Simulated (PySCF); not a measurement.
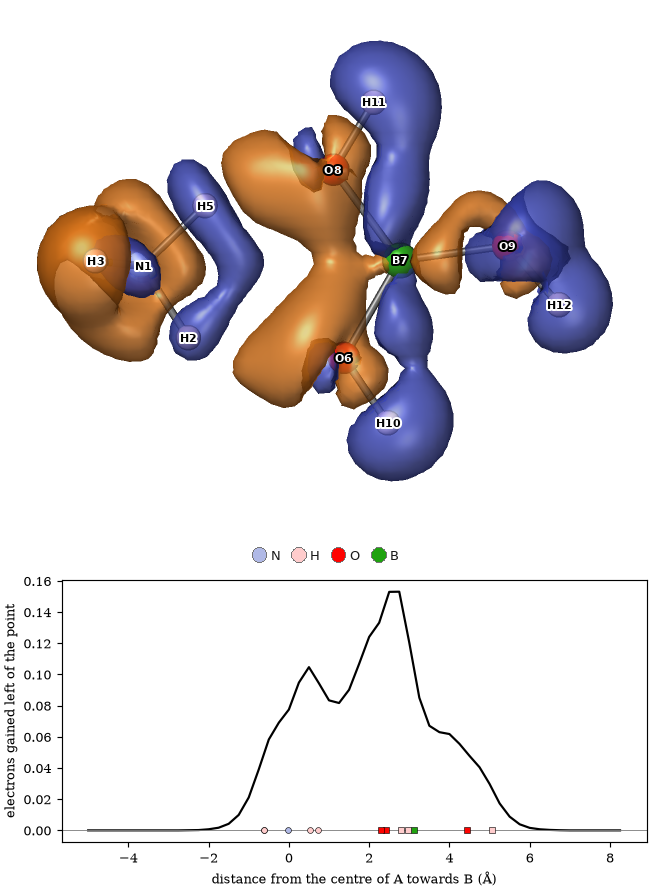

*BH7NO3, charge +1, SMILES `[NH4+].OB(O)O`. Density of the complex less the densities of the two fragments at the same geometry, ±0.008 e/Å³ (orange: gain, blue: loss). Fragment A: NH4(+1) (atoms 1–5); fragment B: BH3O3. Below: the charge-displacement curve along the line of centres (A on the left).*

PySCF calculation, CAM-B3LYP/def2-SVP, gas phase; geometry: GFN2-xTB.

Geometry (Å), atoms numbered from 1:

```
N1       2.3472   -0.0027   -0.0041
H2       1.8099   -0.8897   -0.0004
H3       2.9240    0.0766   -0.8403
H4       2.9245    0.0768    0.8382
H5       1.5680    0.7200    0.0032
O6      -0.0878   -1.1802    0.0031
B7      -0.8006   -0.0059    0.0013
O8      -0.0126    1.1231    0.0035
O9      -2.1240    0.1454   -0.0037
H10     -0.6045   -1.9864    0.0030
H11     -0.5217    1.9364    0.0009
H12     -2.7321   -0.5918   -0.0059
```

**How is the density rearranged on binding?**

Hirshfeld charges show 0.085 e passing from B to A. By Hirshfeld charges, electrons gather most on N1 (−0.041 e) and leave H11 most (+0.033 e); 0.27 e is displaced in all.

**What is the interaction energy, and which contacts carry it?**

The counterpoise-corrected interaction energy of the frozen fragments is −34.0 kcal/mol without dispersion correction and −35.1 kcal/mol with D3(BJ). The pair geometry is semi-empirical, not a minimum at this level. Contacts: H5···O8, hydrogen bond, 1.63 Å, ρ = 0.053 a.u.; H2···O6, hydrogen bond, 1.92 Å, ρ = 0.029 a.u. The pose is a local one from a semi-empirical search, not shown to be the most stable.

The PySCF run took 34 s on 1 thread of Arm Neoverse V1 (shared host), peak memory 0.53 GiB.
